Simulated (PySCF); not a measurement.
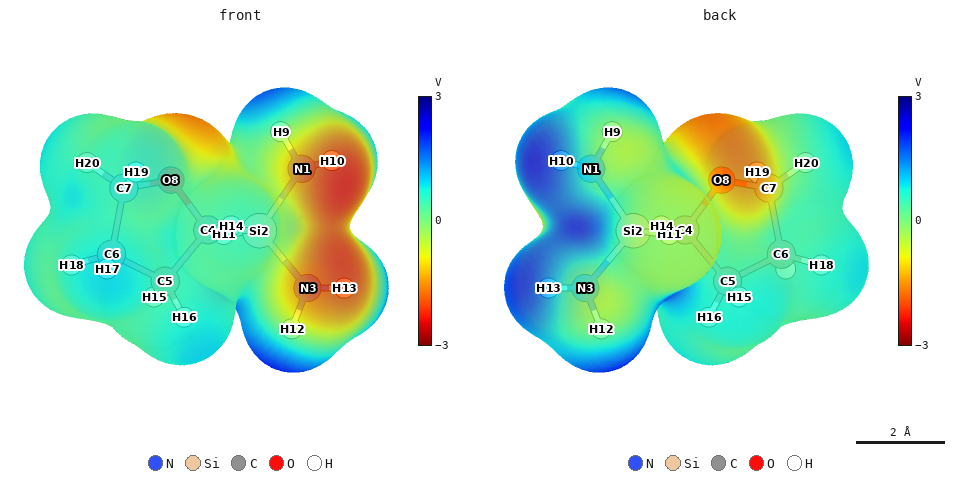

The picture shows: C4H12N2OSi. The electrostatic potential painted on the density surface at 0.004 e/bohr³, seen from the front and from behind; the colour scale runs from red (negative) to blue (positive).

Geometry: GFN2-xTB.

Method: PySCF, PBE0/pcSseg-1, SCF density, gas phase, non-relativistic.

```csv
atom,x (Å),y (Å),z (Å)
N,2.3295,1.3144,0.9061
Si,1.6358,0.4081,-0.3814
N,2.6133,-1.0087,-0.5107
C,-0.0931,-0.1186,0.1974
C,-0.9163,-0.9446,-0.7944
C,-2.3654,-0.5460,-0.4708
C,-2.2021,0.6726,0.4601
O,-0.8544,1.0717,0.3789
H,1.7283,1.9831,1.3594
H,3.2508,1.7032,0.7904
H,1.4713,1.1509,-1.6485
H,2.3292,-1.7418,-1.1390
H,3.6116,-0.8910,-0.5553
H,-0.0590,-0.6588,1.1559
H,-0.6674,-0.6618,-1.8178
H,-0.7340,-2.0106,-0.6756
H,-2.9010,-1.3478,0.0357
H,-2.9159,-0.2800,-1.3720
H,-2.4447,0.3923,1.4972
H,-2.8215,1.5241,0.1716
```

### Where is the surface potential most negative and most positive?

The most negative region (about −2.1 V) lies over N1 and N3, the most positive (about +2.0 V) over Si2, H10, H12 and H13.
